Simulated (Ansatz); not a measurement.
Bands of a (9,9) blue phosphorus nanotube, along its axis.

All values below come from PBE (plane waves to 420 eV, PAW; Ansatz, an electronic-structure program). Mesh 1×1×10. No spin polarisation. Isolated but for its images some 11 Å away. A hypothetical model, rolled from the flat sheet. It keeps the symmetry and period of its start, so it need not be a minimum against all distortions.

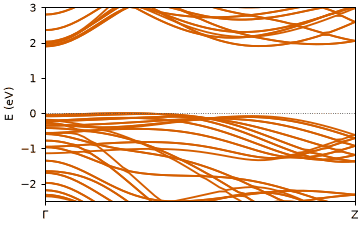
Figure. Bands from the zone centre to the zone edge (period 3.28 Å); the dotted line marks the highest filled level

### Question
Is it a metal or a semiconductor at this level? Give what the bands show.

### Answer
A semiconductor in PBE.
PBE gap: 1.89 eV, indirect, from k = 0.125 × 2π/c to Γ
